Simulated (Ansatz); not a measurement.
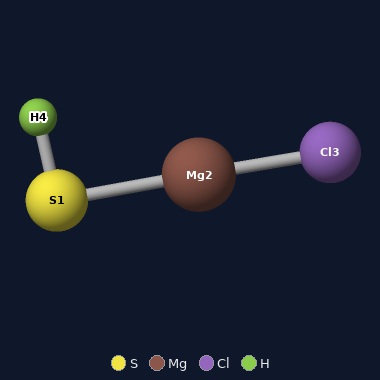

The system is ClHMgS, SMILES [SH][Mg][Cl]; the picture shows the grid point nearest to the relaxed geometry. Two internal coordinates are moved rigidly from the geometry relaxed at PBE0-D4/def2-TZVP, all others fixed. First axis: bond Mg2–Cl3. Second axis: angle H4–S1–Mg2. The grid has 7 × 7 points. Points are written as (first, second). All energies are given in kJ/mol relative to the lowest grid point. Method: RKS PBE-D4/def2-TZVPP (Ansatz).

Its coordinates:

```yaml
atoms:
  - { symbol: S, position_ang: [-0.3198, 1.5723, -0.5143] }
  - { symbol: Mg, position_ang: [-0.2414, -0.6562, -0.0554] }
  - { symbol: Cl, position_ang: [-0.1912, -2.7173, 0.3539] }
  - { symbol: H, position_ang: [0.8063, 1.8150, 0.1807] }
```

Range: bond Mg2–Cl3 from 1.873 to 2.831 Å; angle H4–S1–Mg2 from 74.5 to 110.5°.

Q: What will the energy surface look like?

A: The lowest grid point is at (2.262 Å, 92.5°). The bottom of the well lies between grid points, at about (2.191 Å, 92°), about 3 kJ/mol lower on the interpolated surface. It is the only kind of minimum in the scanned range. The highest grid point, (2.831 Å, 110.5°), lies 117 kJ/mol above the lowest.

| angle H4–S1–Mg2 ↓, bond Mg2–Cl3 → | 1.873 | 1.966 | 2.102 | 2.262 | 2.438 | 2.628 | 2.831 |
| --- | --- | --- | --- | --- | --- | --- | --- |
| 110.5 | 99 | 46 | 11 | 9 | 32 | 71 | 117 |
| 104.5 | 95 | 42 | 7 | 4 | 27 | 66 | 112 |
| 98.5 | 92 | 39 | 4 | 1 | 24 | 63 | 108 |
| 92.5 | 91 | 38 | 3 | 0 | 23 | 61 | 107 |
| 86.5 | 92 | 39 | 3 | 1 | 24 | 62 | 108 |
| 80.5 | 94 | 41 | 6 | 3 | 26 | 65 | 110 |
| 74.5 | 99 | 46 | 11 | 8 | 31 | 70 | 116 |

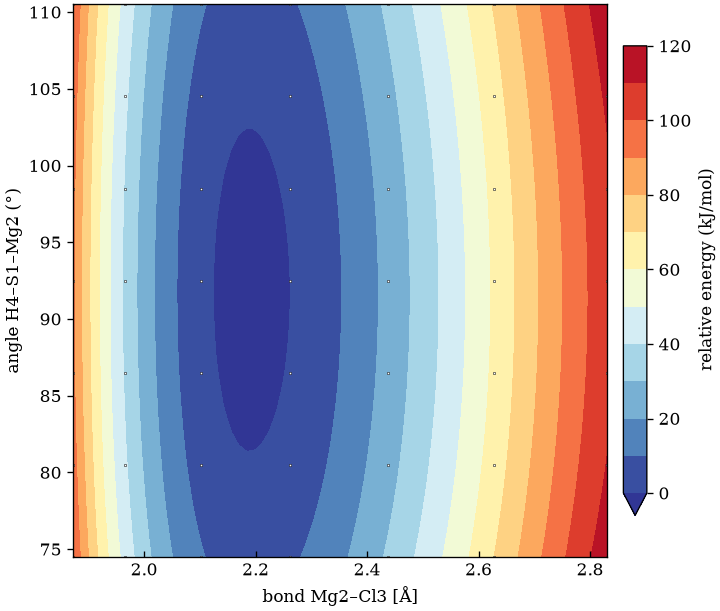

In the figure: filled contours, dots at the grid points. Between grid points the surface is interpolated.
